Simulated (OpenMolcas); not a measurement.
# C2H5ClSi (SMILES ClC1C[SiH2]1): levels of theory compared

We compute a comparison of 6 runs (HF/STO-3G, B3LYP/6-31G*, BHLYP/def2-SVP, BLYP/def2-SVP, M06-2X/def2-SVP) of C2H5ClSi. 

The results are computed with OpenMolcas 26.06.

### Step 1. The structure to begin with

The species is C2H5ClSi (9 atoms), meant as a singlet with charge 0. SMILES: `ClC1C[SiH2]1`. The C2–H5 distance was set to 1.410 Å, away from the relaxed value.

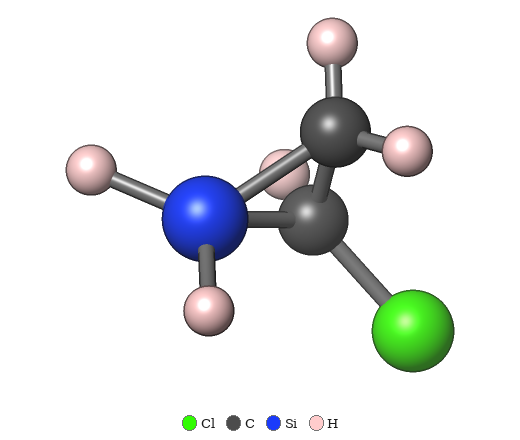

The structure, seen from a chosen angle (chlorine green, carbon dark grey, silicon blue, hydrogen pink).

### Step 2. A single-point energy at HF/STO-3G (run 1)

File input.xyz:

```xyz
9

Cl    -0.473113    -0.711503    -2.246921
C     -0.305513     0.078597    -0.682521
C      1.067487     0.010197    -0.006921
Si    -0.280413    -0.870003     0.911279
H     -0.899600     1.356600    -0.714500
H      1.796387    -0.617203    -0.510821
H      1.482787     0.953997     0.331479
H     -0.315713    -2.343003     0.846079
H     -0.886813    -0.263103     2.114679
```

File calc.input:

```
>>> EXPORT MOLCAS_PRINT=2
&GATEWAY
BasLib = $CurrDir
Coord = input.xyz
Basis = STO-3G
Group = NoSym
&SEWARD
&SCF
Thresholds = 1e-10 1e-07 1e-07 1e-05
PrOrbitals = 0
```

The basis set STO-3G is read from a file made from the Basis Set Exchange's data (not shown).

On the command line:

```console
export MOLCAS_MEM=1860
pymolcas calc.input > calc.log
```

Standard output:

```text
--- Start Module: gateway ---
[...]
--- Stop Module: gateway /rc=_RC_ALL_IS_WELL_ ---
--- Start Module: seward ---
[...]
      Basis functions           33
--- Stop Module: seward /rc=_RC_ALL_IS_WELL_ ---
--- Start Module: scf ---
[...]
       Convergence after  11 Iterations
[...]
::    Total SCF energy                               -817.7972449564
[...]
      Total spin, S                                     0.0000000000
[...]
      Total electronic charge=   48.000000
      Total            charge=   -0.000000
[...]
      Dipole Moment (debye):
      Origin of the operator (angstrom)=   -0.1528   -0.5335   -0.6443
                   X=  1.2582E-01               Y=  1.3237E-01               Z=  3.2538E+00           Total=  3.2589E+00
      Quadrupole Moment (debye*angstrom):
[...]
--- Stop Module: scf /rc=_RC_ALL_IS_WELL_ ---
[...]
```

It took 1.1 s on 1 thread of Intel Xeon 6975P-C (Granite Rapids), shared host; peak memory 0.37 GiB.

### Step 3. The energy at B3LYP/6-31G(d) (spherical functions) (run 2)

File coord.xyz:

```xyz
9

Cl    -0.473113    -0.711503    -2.246921
C     -0.305513     0.078597    -0.682521
C      1.067487     0.010197    -0.006921
Si    -0.280413    -0.870003     0.911279
H     -0.899600     1.356600    -0.714500
H      1.796387    -0.617203    -0.510821
H      1.482787     0.953997     0.331479
H     -0.315713    -2.343003     0.846079
H     -0.886813    -0.263103     2.114679
```

File test.inp:

```
* C2H5ClSi Kohn-Sham DFT
&GATEWAY
BASLIB=$CurrDir
COORD=coord.xyz
BASIS=6-31Gs
GROUP=NoSym
&SEWARD
GRIDINPUT
Grid=UltraFine
End of Grid
&SCF
KSDFT=B3LYP
THRESHOLDS=1e-10 1e-07 1e-07 1e-05
PRORBITALS=1
```

The basis set 6-31G* is read from a file made from the Basis Set Exchange's data (not shown).

On the command line:

```console
export MOLCAS_MEM=1860
pymolcas test.inp > test.log
```

Standard output:

```text
--- Start Module: gateway ---
[...]
--- Stop Module: gateway /rc=_RC_ALL_IS_WELL_ ---
--- Start Module: seward ---
[...]
      Basis functions           74
--- Stop Module: seward /rc=_RC_ALL_IS_WELL_ ---
[...]
--- Start Module: scf ---
[...]
       Convergence after  14 Iterations
[...]
::    Total KS-DFT energy                            -828.8175915380
[...]
      Total spin, S                                     0.0000000000
[...]
      Total electronic charge=   48.000000
      Total            charge=   -0.000000
[...]
      Dipole Moment (debye):
      Origin of the operator (angstrom)=   -0.1528   -0.5335   -0.6443
                   X=  5.8142E-01               Y=  4.1279E-01               Z=  1.8401E+00           Total=  1.9735E+00
      Quadrupole Moment (debye*angstrom):
[...]
--- Stop Module: scf /rc=_RC_ALL_IS_WELL_ ---
[...]
```

Run time: 15 s. Hardware: 1 thread of Intel Xeon 6975P-C (Granite Rapids), shared host; peak memory 0.43 GiB.

Runs 3 to 5 aren't shown in full; the table further down has their settings and results.

### Step 4. The energy at M06-2X/def2-SVP (run 6)

File calc.input:

```
* C2H5ClSi Kohn-Sham DFT

&GATEWAY
 BASLIB=$CurrDir
 COORD
 9
 angstrom
 Cl      -0.473113      -0.711503      -2.246921
 C       -0.305513       0.078597      -0.682521
 C        1.067487       0.010197      -0.006921
 Si      -0.280413      -0.870003       0.911279
 H       -0.899600       1.356600      -0.714500
 H        1.796387      -0.617203      -0.510821
 H        1.482787       0.953997       0.331479
 H       -0.315713      -2.343003       0.846079
 H       -0.886813      -0.263103       2.114679
 BASIS=def2-SVP
 GROUP=NoSym

&SEWARD
 GRIDINPUT
 Grid=UltraFine
 End of Grid

&SCF
 KSDFT=M062X
 THRESHOLDS=1e-10 1e-07 1e-07 1e-05
 PRORBITALS=1 2
```

The basis set def2-SVP is read from a file made from the Basis Set Exchange's data (not shown).

On the command line:

```console
export MOLCAS_MEM=1860
pymolcas calc.input > calc.log
```

Standard output:

```text
--- Start Module: gateway ---
[...]
--- Stop Module: gateway /rc=_RC_ALL_IS_WELL_ ---
--- Start Module: seward ---
[...]
      Basis functions           89
--- Stop Module: seward /rc=_RC_ALL_IS_WELL_ ---
[...]
--- Start Module: scf ---
[...]
       Convergence after  14 Iterations
[...]
::    Total KS-DFT energy                            -828.4576524825
[...]
      Total spin, S                                     0.0000000000
[...]
      Total electronic charge=   48.000000
      Total            charge=   -0.000000
[...]
      Dipole Moment (debye):
      Origin of the operator (angstrom)=   -0.1528   -0.5335   -0.6443
                   X=  3.8027E-01               Y=  3.4211E-01               Z=  1.8403E+00           Total=  1.9101E+00
      Quadrupole Moment (debye*angstrom):
[...]
--- Stop Module: scf /rc=_RC_ALL_IS_WELL_ ---
[...]
```

Run time: 26 s. Hardware: 1 thread of Intel Xeon 6975P-C (Granite Rapids), shared host; peak memory 0.49 GiB.

### Step 5. All runs side by side

```
run                               level  integration grid  Cartesian functions  energy (Eh)  dipole moment (D)  HOMO energy (eV)  LUMO energy (eV)  wall time
  1                           HF/STO-3G                 –                   no  -817.797245               3.26             -7.72              9.39      1.1 s
  2  B3LYP/6-31G* (spherical functions)         UltraFine                   no  -828.817592               1.97             -6.65             -0.23       15 s
  3  B3LYP/6-31G* (Cartesian functions)         UltraFine                  yes  -828.824060               1.97             -6.65             -0.24       16 s
  4                      BHLYP/def2-SVP         UltraFine                   no  -828.471979               1.95             -7.94              1.01       19 s
  5                       BLYP/def2-SVP         UltraFine                   no  -828.471588               1.53             -5.51             -0.68       21 s
  6                     M06-2X/def2-SVP         UltraFine                   no  -828.457652               1.91             -7.98              0.88       26 s
```

### Step 6. Outcome

```
            quantity          value
 run 6: total energy  -828.45765 Eh
run 6: dipole moment         1.91 D
  run 6: HOMO energy       -7.98 eV
  run 6: LUMO energy        0.88 eV
run 6: HOMO–LUMO gap        8.86 eV
```

What this shows: The dipole moment (its size) runs from 1.53 D (BLYP/def2-SVP) to 3.26 D (HF/STO-3G). The two ends differ in method and basis. The HOMO–LUMO gap runs from 4.83 eV (BLYP/def2-SVP) to 17.11 eV (HF/STO-3G). Totals of different functionals can't be ranked against each other. In run 1 the basis is minimal, so the values are rough. All runs together took 98 s, the longest 26 s.
